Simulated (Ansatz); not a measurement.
The starting structures come from a database of crystals and need not be the phases stable at ambient conditions.

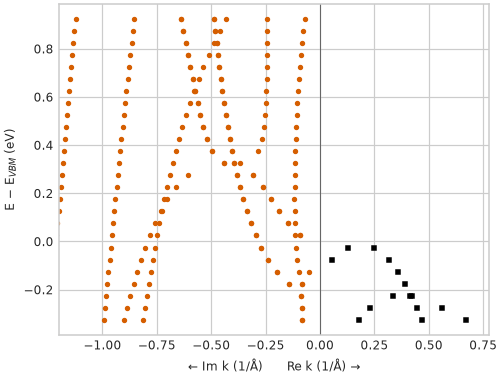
*Complex bands at the centre of the two-dimensional zone; r2SCAN (Ansatz, an electronic-structure program)*

The gap is the functional's own. No spin-orbit coupling. Mid-gap values are interpolated on the energy grid.

Question: This is SnSe2 (P-3m1, CdI2 type, not sure to be the ambient phase, 3 atoms a cell, 25.6 Å³ an atom) along the normal of (100). Read off the slowest decay at the centre of the two-dimensional zone at 0.33 eV, the computed energy nearest the middle of the gap.

Answer: κ ≈ 0.12 1/Å, a decay length 1/(2κ) of the density of 4.3 Å.
